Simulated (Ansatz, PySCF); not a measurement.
Potential energy curve for H2, singlet.

Levels of theory: UKS-PBE = unrestricted PBE/cc-pVTZ (Ansatz, a program for electronic structure); UHF/cc-pVTZ (Ansatz); UKS-B3LYP = unrestricted B3LYP/cc-pVTZ (Ansatz); RCCSD = CCSD on RHF/cc-pVTZ, frozen core in Ansatz; UKS-B3LYP/3-21G = PySCF 2.14.0 with unrestricted B3LYP/3-21G.

Energies are in kcal/mol, each relative to the lowest point of its own curve near equilibrium.

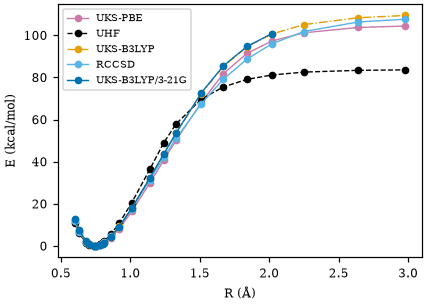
Fig. 1. Energy against bond length for each method.

```csv
R / Å,UKS-PBE,UHF,UKS-B3LYP,RCCSD,UKS-B3LYP/3-21G
0.60,12.8,11.0,11.9,11.8,12.8
0.63,7.7,6.2,6.9,6.8,7.5
0.68,2.3,1.5,1.9,1.9,2.2
0.70,1.1,0.6,0.8,0.8,1.0
0.74,0.0,0.0,0.0,0.0,0.0
0.75,0.0,0.1,0.0,0.0,0.0
0.78,0.3,0.8,0.5,0.5,0.4
0.80,0.9,1.7,1.2,1.2,1.1
0.81,1.2,2.2,1.6,1.6,1.5
0.86,3.8,5.5,4.5,4.5,4.4
0.92,8.2,10.8,9.2,9.2,9.1
1.01,16.4,20.5,18.0,17.7,18.0
1.14,29.9,36.4,32.2,31.4,32.3
1.24,40.7,48.9,43.6,42.0,43.6
1.33,50.2,58.0,53.5,51.2,53.7
1.51,68.0,69.7,72.3,67.4,72.6
1.67,81.9,75.5,85.2,79.2,85.5
1.84,91.4,79.1,94.5,88.8,94.7
2.02,97.3,81.2,100.6,96.0,100.8
2.25,101.2,82.5,105.1,101.8,—
2.64,103.7,83.4,108.3,106.3,—
2.98,104.4,83.6,109.4,107.6,—
```

At the longest distance, 2.98 Å, UKS-B3LYP lies highest above its minimum (109.4 kcal/mol) and UHF lowest (83.6 kcal/mol).

A dash means that the run gave no value there, or that the column was ended at a point which the program doubted or which failed a test of continuity chosen for this set; such a test can also cut sound points.

The unrestricted determinant behind UKS-PBE is spin-contaminated at 1.67 to 2.98 Å (<S²> up to 1.0, against 0.00 for a pure singlet). The unrestricted determinant behind UHF is spin-contaminated at 1.24 to 2.98 Å (<S²> up to 1.0, against 0.00 for a pure singlet). The unrestricted determinant behind UKS-B3LYP is spin-contaminated at 1.51 to 2.98 Å (<S²> up to 1.0, against 0.00 for a pure singlet). With two correlated electrons CCSD is exact in the basis where it finds the lowest root (RCCSD). The unrestricted solution behind UKS-B3LYP/3-21G changes between 2.02 and 2.25 Å, which can leave a kink. The unrestricted determinant behind UKS-B3LYP/3-21G is spin-contaminated at 1.51 to 2.02 Å (<S²> up to 0.7, against 0.00 for a pure singlet).
